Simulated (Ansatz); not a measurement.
# Molecular dynamics of SnNH5O

- system: SnNH5O
- method: RKS PBE0-D4/def2-SVP (Ansatz 0.2.0)

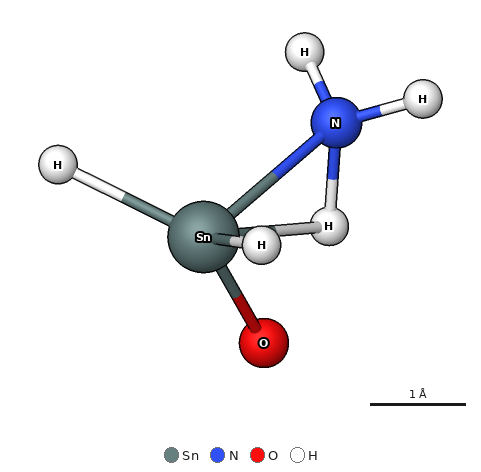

Figure 1. The starting structure (ball-and-stick view, seen at a tilt). Sticks mark near contacts. Bond lengths as drawn: H–N 1.01 to 1.18 Å, H–Sn 1.71 to 2.12 Å, N–Sn 2.20 Å and O–Sn 1.89 Å.

The input
```yaml
crystal:
  periodic: [false, false, false]
  atoms:
    - {symbol: Sn, position_ang: [-1.020316, 0.357878, 0.289409]}
    - {symbol: N, position_ang: [1.024636, -0.342985, -0.091367]}
    - {symbol: O, position_ang: [-0.854309, 0.149223, -1.582370]}
    - {symbol: H, position_ang: [0.442952, -0.237240, -1.118125]}
    - {symbol: H, position_ang: [-0.915844, 1.886350, 1.053686]}
    - {symbol: H, position_ang: [-1.797268, -0.806154, 1.275638]}
    - {symbol: H, position_ang: [1.303833, -1.286162, 0.151092]}
    - {symbol: H, position_ang: [1.816215, 0.278989, 0.022038]}
basis:
  gaussian: {orbitals: def2-SVP}
hamiltonian: {xc: pbe0, dispersion: d4}
md: {n_steps: 40, timestep: 0.5, temperature: 300, ensemble: nvt_langevin, seed: 65, friction: 0.01, initial_velocities: maxwell_boltzmann}
```

Launch command:
```bash
ansatz run in.yaml --threads 4 --pin off --events-out ev --progress --plain --max-ram 9574MiB
```

The program's output
```
Functional definition: PBE0
  name "PBE0"
  cite "Adamo & Barone, J. Chem. Phys. 110, 6158 (1999) doi:10.1063/1.478522"
  cite "Perdew, Burke & Ernzerhof, Phys. Rev. Lett. 77, 3865 (1996) doi:10.1103/PhysRevLett.77.3865"
  parent pbe
  parameter a = 0.25
  parameter kappa = 0.804
  parameter beta = 0.06672455060314922
  exchange = (1 - a)*pbe_x(kappa = kappa, mu = beta*pi^2/3) + a*exact_x
  correlation = pbe_c(beta = beta)
945 factors; integrals over basis functions are off by at most 3.4e-4 eV
mean field evaluation 1: about -9431.1928 eV, gradient 7.1e1 eV
mean field evaluation 2: about -9320.3170 eV, gradient 1.9e2 eV
mean field evaluation 4: about -9440.7264 eV, gradient 1.8e1 eV
mean field evaluation 8: about -9441.4202 eV, gradient 2.3e-1 eV
mean field evaluation 16: about -9441.4204 eV, gradient 1.6e-5 eV
mean field -9441.42037395 eV, -346.9657991179 hartree, gradient 1.6e-5 eV, S^2 0.000000; 0 other end points of the search recorded, 0 dependent functions left out
the calculation of the forces begins
reference -9441.42040244 eV, -346.9658001652 hartree; 21, 21 occupied and 58, 58 virtual orbitals, 945 factors
md step     0: t =     0.00 fs  T =   262.5 K  F+E_penalty+E_count = -9441.53044652 eV  E_kin = 0.271446 eV  (26 SCF iters)
these checks for a lower state are left out or cut short: starts, cluster_reference, orbital_swaps, neighbouring_geometries, increment
945 factors; integrals over basis functions are off by at most 3.4e-4 eV
mean field -9441.41685208 eV, -346.9656696917 hartree, gradient 1.8e-5 eV, S^2 0.000000; 0 other end points of the search recorded, 0 dependent functions left out
the calculation of the forces begins
reference -9441.41688060 eV, -346.9656707400 hartree; 21, 21 occupied and 58, 58 virtual orbitals, 945 factors
md step     1: t =     0.50 fs  T =   264.7 K  F+E_penalty+E_count = -9441.52692106 eV  E_kin = 0.273707 eV  (32 SCF iters)
[... from here on the SCF iterations and repeated set-up lines of each step are left out, up to the last step ...]
md step     2: t =     1.00 fs  T =   258.1 K  F+E_penalty+E_count = -9441.51998222 eV  E_kin = 0.266881 eV  (32 SCF iters)
md step     3: t =     1.50 fs  T =   256.4 K  F+E_penalty+E_count = -9441.51071262 eV  E_kin = 0.265180 eV  (32 SCF iters)
md step     4: t =     2.00 fs  T =   231.9 K  F+E_penalty+E_count = -9441.50045823 eV  E_kin = 0.239798 eV  (32 SCF iters)
md step     5: t =     2.50 fs  T =   212.4 K  F+E_penalty+E_count = -9441.48968074 eV  E_kin = 0.219603 eV  (31 SCF iters)
md step     6: t =     3.00 fs  T =   201.6 K  F+E_penalty+E_count = -9441.48006569 eV  E_kin = 0.208428 eV  (32 SCF iters)
md step     7: t =     3.50 fs  T =   206.5 K  F+E_penalty+E_count = -9441.47196118 eV  E_kin = 0.213560 eV  (32 SCF iters)
md step     8: t =     4.00 fs  T =   192.2 K  F+E_penalty+E_count = -9441.46371844 eV  E_kin = 0.198729 eV  (32 SCF iters)
md step     9: t =     4.50 fs  T =   184.2 K  F+E_penalty+E_count = -9441.45725475 eV  E_kin = 0.190517 eV  (32 SCF iters)
md step    10: t =     5.00 fs  T =   178.8 K  F+E_penalty+E_count = -9441.45476782 eV  E_kin = 0.184896 eV  (31 SCF iters)
md step    11: t =     5.50 fs  T =   197.5 K  F+E_penalty+E_count = -9441.45830674 eV  E_kin = 0.204203 eV  (32 SCF iters)
md step    12: t =     6.00 fs  T =   216.0 K  F+E_penalty+E_count = -9441.46828065 eV  E_kin = 0.223345 eV  (31 SCF iters)
md step    13: t =     6.50 fs  T =   213.4 K  F+E_penalty+E_count = -9441.48246407 eV  E_kin = 0.220628 eV  (32 SCF iters)
md step    14: t =     7.00 fs  T =   236.4 K  F+E_penalty+E_count = -9441.50068520 eV  E_kin = 0.244415 eV  (32 SCF iters)
md step    15: t =     7.50 fs  T =   250.6 K  F+E_penalty+E_count = -9441.52444522 eV  E_kin = 0.259099 eV  (32 SCF iters)
md step    16: t =     8.00 fs  T =   284.7 K  F+E_penalty+E_count = -9441.55556786 eV  E_kin = 0.294394 eV  (27 SCF iters)
md step    17: t =     8.50 fs  T =   335.9 K  F+E_penalty+E_count = -9441.59668257 eV  E_kin = 0.347361 eV  (30 SCF iters)
md step    18: t =     9.00 fs  T =   367.0 K  F+E_penalty+E_count = -9441.64999318 eV  E_kin = 0.379527 eV  (30 SCF iters)
md step    19: t =     9.50 fs  T =   456.8 K  F+E_penalty+E_count = -9441.71827641 eV  E_kin = 0.472360 eV  (30 SCF iters)
md step    20: t =    10.00 fs  T =   536.9 K  F+E_penalty+E_count = -9441.80240084 eV  E_kin = 0.555159 eV  (30 SCF iters, 3 dispersion substeps)
md step    21: t =    10.50 fs  T =   617.1 K  F+E_penalty+E_count = -9441.89461722 eV  E_kin = 0.638151 eV  (30 SCF iters, 3 dispersion substeps)
md step    22: t =    11.00 fs  T =   654.0 K  F+E_penalty+E_count = -9441.97761383 eV  E_kin = 0.676312 eV  (30 SCF iters, 3 dispersion substeps)
md step    23: t =    11.50 fs  T =   688.8 K  F+E_penalty+E_count = -9442.02515930 eV  E_kin = 0.712263 eV  (30 SCF iters, 3 dispersion substeps)
md step    24: t =    12.00 fs  T =   665.9 K  F+E_penalty+E_count = -9442.00424825 eV  E_kin = 0.688619 eV  (29 SCF iters, 3 dispersion substeps)
md step    25: t =    12.50 fs  T =   561.3 K  F+E_penalty+E_count = -9441.90326408 eV  E_kin = 0.580460 eV  (30 SCF iters, 3 dispersion substeps)
md step    26: t =    13.00 fs  T =   433.6 K  F+E_penalty+E_count = -9441.77393162 eV  E_kin = 0.448336 eV  (30 SCF iters, 3 dispersion substeps)
md step    27: t =    13.50 fs  T =   394.3 K  F+E_penalty+E_count = -9441.71919896 eV  E_kin = 0.407776 eV  (30 SCF iters, 3 dispersion substeps)
md step    28: t =    14.00 fs  T =   471.8 K  F+E_penalty+E_count = -9441.79760810 eV  E_kin = 0.487889 eV  (30 SCF iters, 3 dispersion substeps)
md step    29: t =    14.50 fs  T =   624.5 K  F+E_penalty+E_count = -9441.94420802 eV  E_kin = 0.645823 eV  (30 SCF iters, 3 dispersion substeps)
md step    30: t =    15.00 fs  T =   718.9 K  F+E_penalty+E_count = -9442.04878037 eV  E_kin = 0.743420 eV  (30 SCF iters, 3 dispersion substeps)
md step    31: t =    15.50 fs  T =   740.7 K  F+E_penalty+E_count = -9442.06397532 eV  E_kin = 0.765914 eV  (30 SCF iters, 3 dispersion substeps)
md step    32: t =    16.00 fs  T =   669.7 K  F+E_penalty+E_count = -9442.00152681 eV  E_kin = 0.692549 eV  (30 SCF iters, 3 dispersion substeps)
md step    33: t =    16.50 fs  T =   594.2 K  F+E_penalty+E_count = -9441.89641207 eV  E_kin = 0.614456 eV  (30 SCF iters, 3 dispersion substeps)
md step    34: t =    17.00 fs  T =   492.5 K  F+E_penalty+E_count = -9441.78609588 eV  E_kin = 0.509309 eV  (30 SCF iters, 3 dispersion substeps)
md step    35: t =    17.50 fs  T =   408.0 K  F+E_penalty+E_count = -9441.70293429 eV  E_kin = 0.421887 eV  (27 SCF iters, 3 dispersion substeps)
md step    36: t =    18.00 fs  T =   369.2 K  F+E_penalty+E_count = -9441.66920933 eV  E_kin = 0.381765 eV  (31 SCF iters, 3 dispersion substeps)
md step    37: t =    18.50 fs  T =   404.3 K  F+E_penalty+E_count = -9441.69402439 eV  E_kin = 0.418047 eV  (32 SCF iters, 3 dispersion substeps)
md step    38: t =    19.00 fs  T =   469.6 K  F+E_penalty+E_count = -9441.77129456 eV  E_kin = 0.485591 eV  (31 SCF iters, 3 dispersion substeps)
md step    39: t =    19.50 fs  T =   585.1 K  F+E_penalty+E_count = -9441.88761442 eV  E_kin = 0.605082 eV  (30 SCF iters, 3 dispersion substeps)
these checks for a lower state are left out or cut short: starts, cluster_reference, orbital_swaps, neighbouring_geometries, increment
945 factors; integrals over basis functions are off by at most 1.1e-3 eV
mean field -9441.91170630 eV, -346.9838552489 hartree, gradient 8.2e-6 eV, S^2 0.000000; 0 other end points of the search recorded, 0 dependent functions left out
the calculation of the forces begins
reference -9441.91173631 eV, -346.9838563516 hartree; 21, 21 occupied and 58, 58 virtual orbitals, 945 factors
945 factors; integrals over basis functions are off by at most 1.1e-3 eV
mean field -9441.91170630 eV, -346.9838552489 hartree, gradient 8.2e-6 eV, S^2 0.000000; 1 other end points of the search recorded, 0 dependent functions left out
the calculation of the forces begins
reference -9441.91173631 eV, -346.9838563516 hartree; 21, 21 occupied and 58, 58 virtual orbitals, 945 factors
md step    40: t =    20.00 fs  T =   699.3 K  F+E_penalty+E_count = -9442.02014319 eV  E_kin = 0.723176 eV  (28 SCF iters, 3 dispersion substeps)
```

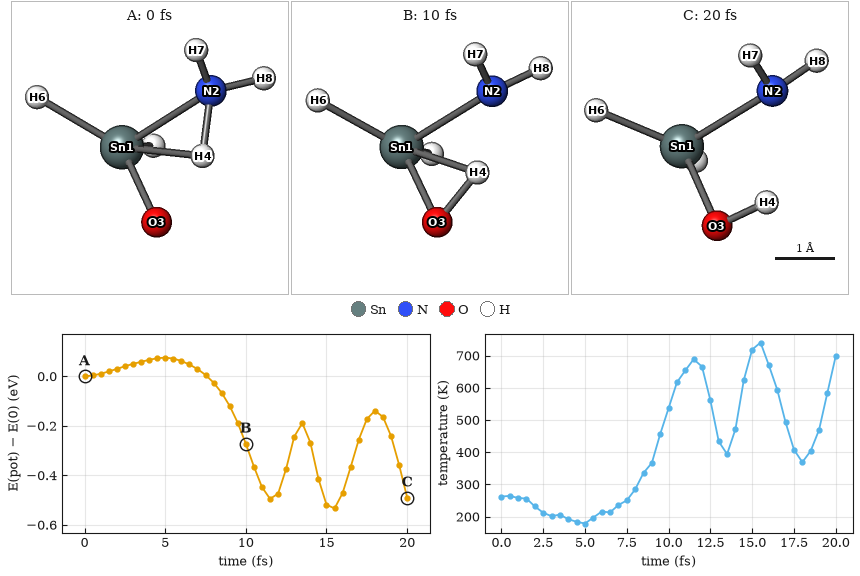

Figure 2. Frames of the molecular dynamics (ball-and-stick, seen at a tilt) above the curves, on which the letters mark them. The trajectory kept here has 41 frames over 20 fs. The temperature starts at 262 K, ranges from 179 to 741 K and averages 562 K over the second half. The potential energy ends 0.490 eV below its first value. After an unweighted best fit of the last frame on the first, the root-mean-square displacement is 0.32 Å, and H4 has moved furthest (0.70 Å).

```
Total energy: -9442.02017320 eV, -346.9878413339 hartree
Atom 0 at    -1.012805     0.367075     0.312376 Å, force     2.764600    -0.831721    -1.986336 eV/Å
Atom 1 at     1.045876    -0.339300    -0.134650 Å, force    -0.493530     0.671499     0.916548 eV/Å
Atom 2 at    -0.870535     0.136804    -1.688283 Å, force     0.743008     0.314687    -0.873597 eV/Å
Atom 3 at     0.145649    -0.009804    -1.887565 Å, force    -2.732482     0.438873     1.460216 eV/Å
Atom 4 at    -1.300735     1.932573     1.024757 Å, force     0.175149    -0.410561    -0.299017 eV/Å
Atom 5 at    -1.852115    -0.950529     0.933166 Å, force    -0.395169    -0.175423     0.258902 eV/Å
Atom 6 at     1.175332    -1.336109     0.037548 Å, force    -0.155116    -0.093483     0.231981 eV/Å
Atom 7 at     1.851543     0.118809     0.285443 Å, force     0.093540     0.086129     0.291302 eV/Å
Dipole moment:     0.121928     0.064766     0.706802 e Å
```

Trajectory as extended XYZ (Å, eV, eV/Å), 12 of the 41 frames kept, from step=0 to step=40
```
8
Properties=species:S:1:pos:R:3:forces:R:3 step=0 time_fs=0.0 energy=-9441.53045 temperature=262.5
Sn   -1.0203    0.3579    0.2894   -0.4026   0.1814   0.6016
N     1.0246   -0.3430   -0.0914   -0.0486   0.0110  -0.0551
O    -0.8543    0.1492   -1.5824    0.1363  -0.0986  -0.6535
H     0.4430   -0.2372   -1.1181   -0.0571   0.0069  -0.1459
H    -0.9158    1.8863    1.0537    0.0284   0.1019   0.0702
H    -1.7973   -0.8062    1.2756   -0.0336  -0.0873   0.0858
H     1.3038   -1.2862    0.1511    0.1123  -0.2906   0.0676
H     1.8162    0.2790    0.0220    0.2649   0.1753   0.0292
8
Properties=species:S:1:pos:R:3:forces:R:3 step=4 time_fs=2.0 energy=-9441.50046 temperature=231.9
Sn   -1.0201    0.3590    0.2922   -0.3336   0.4477   0.2357
N     1.0264   -0.3486   -0.1012    0.0190   0.4215   0.3775
O    -0.8575    0.1480   -1.5910    0.1674  -0.0546  -0.2523
H     0.4150   -0.2344   -1.0952    0.0979   0.0917  -0.7037
H    -0.9326    1.9167    1.0358    0.0097  -0.1594   0.0280
H    -1.7619   -0.8607    1.1997   -0.1790  -0.1944   0.3320
H     1.2986   -1.2876    0.1301    0.1236  -0.7040   0.1607
H     1.8219    0.2615    0.0693    0.0950   0.1515  -0.1778
8
Properties=species:S:1:pos:R:3:forces:R:3 step=7 time_fs=3.5 energy=-9441.47196 temperature=206.5
Sn   -1.0201    0.3600    0.2942   -0.2678   0.4878   0.0769
N     1.0287   -0.3509   -0.1092    0.5481   0.2747   0.8119
O    -0.8597    0.1459   -1.5967    0.2499  -0.0355  -0.0184
H     0.3959   -0.2291   -1.0944    0.1085   0.1519  -0.9510
H    -0.9403    1.9350    1.0257   -0.0087  -0.3194   0.0040
H    -1.7484   -0.9017    1.1490   -0.2099  -0.1645   0.4065
H     1.2966   -1.3036    0.1196   -0.0492  -0.2363   0.0466
H     1.8373    0.2532    0.1002   -0.3709  -0.1587  -0.3764
8
Properties=species:S:1:pos:R:3:forces:R:3 step=11 time_fs=5.5 energy=-9441.45831 temperature=197.5
Sn   -1.0212    0.3622    0.2965   -0.0996   0.1645   0.0171
N     1.0320   -0.3524   -0.1204    0.6957  -0.4465   1.0554
O    -0.8607    0.1414   -1.6023    0.4829  -0.0717   0.1350
H     0.3646   -0.2218   -1.1254   -0.1268   0.2851  -1.0081
H    -0.9539    1.9497    1.0056   -0.0331  -0.3884   0.0209
H    -1.7442   -0.9553    1.1009   -0.1412   0.0713   0.3461
H     1.2931   -1.3305    0.1029   -0.2963   0.5909  -0.1047
H     1.8492    0.2324    0.1274   -0.4816  -0.2051  -0.4617
8
Properties=species:S:1:pos:R:3:forces:R:3 step=15 time_fs=7.5 energy=-9441.52444 temperature=250.6
Sn   -1.0220    0.3650    0.2989    0.2841  -0.5309  -0.0094
N     1.0354   -0.3544   -0.1290    0.1980  -0.2874   0.8041
O    -0.8578    0.1374   -1.6080    0.8881  -0.1609   0.1340
H     0.3229   -0.2042   -1.1963   -0.7999   0.4693  -0.9368
H    -0.9624    1.9447    0.9857   -0.0679  -0.2427   0.0929
H    -1.7455   -1.0053    1.0679   -0.0456   0.3974   0.2039
H     1.2806   -1.3356    0.0701   -0.2487   0.3673   0.0344
H     1.8522    0.2050    0.1451   -0.2082  -0.0122  -0.3231
8
Properties=species:S:1:pos:R:3:forces:R:3 step=18 time_fs=9.0 energy=-9441.64999 temperature=367.0
Sn   -1.0223    0.3667    0.3006    0.7604  -0.9891   0.0512
N     1.0387   -0.3559   -0.1341   -0.2814   0.1533   0.6555
O    -0.8526    0.1346   -1.6123    1.1782  -0.2072  -0.0162
H     0.2712   -0.1786   -1.2690   -1.4818   0.5649  -1.0151
H    -0.9752    1.9410    0.9759   -0.1028  -0.1459   0.1062
H    -1.7416   -1.0334    1.0468   -0.0352   0.5629   0.1209
H     1.2692   -1.3318    0.0444   -0.1452  -0.1312   0.1945
H     1.8539    0.1836    0.1487    0.1077   0.1923  -0.0972
8
Properties=species:S:1:pos:R:3:forces:R:3 step=22 time_fs=11.0 energy=-9441.97761 temperature=654.0
Sn   -1.0227    0.3683    0.3030    1.6186  -1.4334   0.2239
N     1.0422   -0.3573   -0.1394   -0.7430   0.4280   0.7388
O    -0.8433    0.1317   -1.6185    0.0288   0.1535  -0.7143
H     0.1504   -0.1258   -1.3977   -0.9962   0.2767  -0.8820
H    -1.0066    1.9392    0.9704   -0.1571  -0.0831   0.0468
H    -1.7323   -1.0543    1.0241   -0.1066   0.6550   0.0321
H     1.2477   -1.3364    0.0180   -0.0854  -0.3373   0.3168
H     1.8546    0.1613    0.1542    0.4409   0.3406   0.2379
8
Properties=species:S:1:pos:R:3:forces:R:3 step=25 time_fs=12.5 energy=-9441.90326 temperature=561.3
Sn   -1.0229    0.3694    0.3048    2.2705  -1.5365   0.0673
N     1.0428   -0.3561   -0.1418   -0.6834   0.2935   0.8950
O    -0.8359    0.1288   -1.6248   -5.4737   1.5034  -1.6207
H     0.0459   -0.0773   -1.5068    4.1293  -0.9995   0.0259
H    -1.0333    1.9377    0.9742   -0.1843  -0.0703  -0.0214
H    -1.7263   -1.0508    1.0023   -0.2322   0.5426   0.0500
H     1.2244   -1.3500    0.0093   -0.1163   0.0965   0.2901
H     1.8605    0.1524    0.1653    0.2901   0.1703   0.3138
8
Properties=species:S:1:pos:R:3:forces:R:3 step=29 time_fs=14.5 energy=-9441.94421 temperature=624.5
Sn   -1.0221    0.3697    0.3068    2.8579  -1.3317  -0.7245
N     1.0428   -0.3543   -0.1434   -0.1584   0.4639   1.0688
O    -0.8372    0.1263   -1.6368   -5.7314   1.4327  -1.0996
H     0.0562   -0.0503   -1.6523    3.9381  -0.7794   0.2046
H    -1.0818    1.9346    0.9883   -0.1469  -0.0937  -0.0868
H    -1.7338   -1.0197    0.9742   -0.4252   0.1635   0.2011
H     1.1980   -1.3603    0.0043   -0.0865   0.3981   0.2705
H     1.8736    0.1477    0.1901   -0.2476  -0.2534   0.1659
8
Properties=species:S:1:pos:R:3:forces:R:3 step=33 time_fs=16.5 energy=-9441.89641 temperature=594.2
Sn   -1.0194    0.3692    0.3089    3.0643  -0.9365  -1.5584
N     1.0445   -0.3506   -0.1427   -0.0981   0.8177   0.9506
O    -0.8518    0.1288   -1.6522    0.9982   0.1810  -1.4550
H     0.1934   -0.0516   -1.7871   -3.0878   0.5637   1.3580
H    -1.1541    1.9346    1.0002   -0.0372  -0.1775  -0.1288
H    -1.7592   -0.9832    0.9475   -0.5652  -0.2382   0.3803
H     1.1852   -1.3514    0.0066   -0.0310   0.0719   0.3026
H     1.8716    0.1419    0.2176   -0.2431  -0.2821   0.1507
8
Properties=species:S:1:pos:R:3:forces:R:3 step=36 time_fs=18.0 energy=-9441.66921 temperature=369.2
Sn   -1.0168    0.3683    0.3107    3.0429  -0.7321  -1.9184
N     1.0460   -0.3470   -0.1406   -0.4229   0.8360   0.7967
O    -0.8614    0.1317   -1.6663    2.0790   0.0543  -1.5179
H     0.2352   -0.0440   -1.8545   -4.2126   0.7132   1.8325
H    -1.2185    1.9353    1.0116    0.0617  -0.2887  -0.1944
H    -1.7919   -0.9621    0.9343   -0.5828  -0.3741   0.4179
H     1.1817   -1.3429    0.0143   -0.0499  -0.1633   0.3038
H     1.8598    0.1322    0.2412    0.0846  -0.0453   0.2798
8
Properties=species:S:1:pos:R:3:forces:R:3 step=40 time_fs=20.0 energy=-9442.02014 temperature=699.3
Sn   -1.0128    0.3671    0.3124    2.7646  -0.8317  -1.9863
N     1.0459   -0.3393   -0.1346   -0.4935   0.6715   0.9165
O    -0.8705    0.1368   -1.6883    0.7430   0.3147  -0.8736
H     0.1456   -0.0098   -1.8876   -2.7325   0.4389   1.4602
H    -1.3007    1.9326    1.0248    0.1751  -0.4106  -0.2990
H    -1.8521   -0.9505    0.9332   -0.3952  -0.1754   0.2589
H     1.1753   -1.3361    0.0375   -0.1551  -0.0935   0.2320
H     1.8515    0.1188    0.2854    0.0935   0.0861   0.2913
```

Results in brief

```csv
quantity,value
outcome,finished
mean temperature over the second half,562 K
trajectory,"40 steps, 20 fs"
ensemble,nvt_langevin
temperature in the input,300 K
time step,0.5 fs
potential energy (last step),−9442.0202 eV
mean-field energy (last step),−9441.9117 eV
dispersion energy (last step),−0.1084 eV
SCF solution under orbital rotations (last step),stable
largest force (length of the vector) (last step),3.504 eV/Å
dipole moment (last step),3.46 D
hardware,"4 threads of Intel Xeon @ 2.50GHz, 180 GiB of memory available, shared host"
wall time,92 s (CPU time 5.1 min)
peak memory,0.4 GiB
```

Notes

So short a trajectory is not equilibrated. The logged temperature at the start can lie below the typed one, since it is counted over all degrees of freedom. The temperature stays far from the 300 K of the thermostat over the second half: the run isn't equilibrated.
